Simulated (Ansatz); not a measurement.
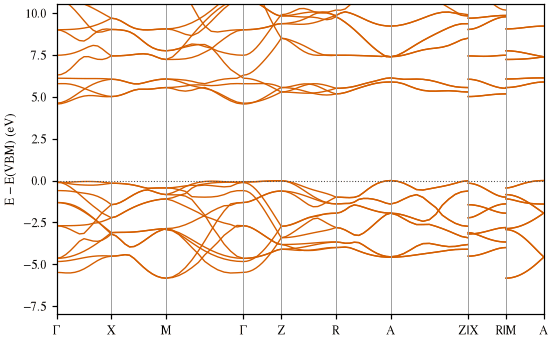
Figure: Band structure from DFT-PBEsol in the program Ansatz with PAW potentials

### Question
Read off the gap and where the band edges lie.

### Answer
About 4.6 eV (4.57 eV by a search for the band edges); maximum at A, minimum at Γ.

The material is HfO₂ in space group P4_2/nmc (No. 137; Hf on 2a, O on 4d).

This is a known high-temperature phase of the composition, computed here at zero pressure and temperature. The PBEsol relaxation kept the symmetry of its start; its stability against distortions is not shown here. No spin polarisation was allowed. Scalar-relativistic: spin–orbit coupling is off unless named, which matters more the heavier the elements.

Potentials: the later of the program's two PAW sets.
